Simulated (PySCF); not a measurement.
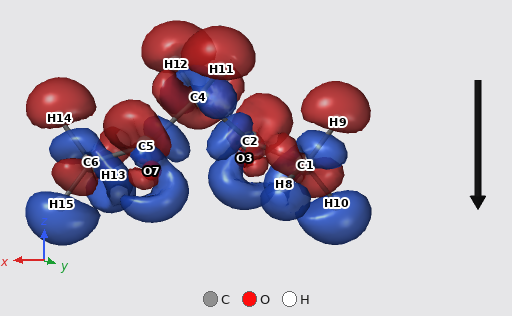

Figure 1: C5H8O2, SMILES `CC(=O)CC(C)=O`. Change of the electron density in a uniform field of 0.10 V/Å along −z (arrow), surfaces at ±0.0008 e/Å³ (red: gain, blue: loss).

Level of theory: TPSSh/6-311+G** (PySCF), at a geometry from GFN2-xTB. No frequency check shows the geometry to be a minimum. The basis has diffuse s and p functions alone, which still leaves polarisabilities too small, most of all across bonds.

The field was applied in both directions; the picture shows the one opposite to the script's first.

**What dipole is induced, and what polarisability does it imply?**

The induced dipole is 0.27 D (along the field); α along this axis, from the fields in both directions, is 54 bohr³ (8.0 Å³).
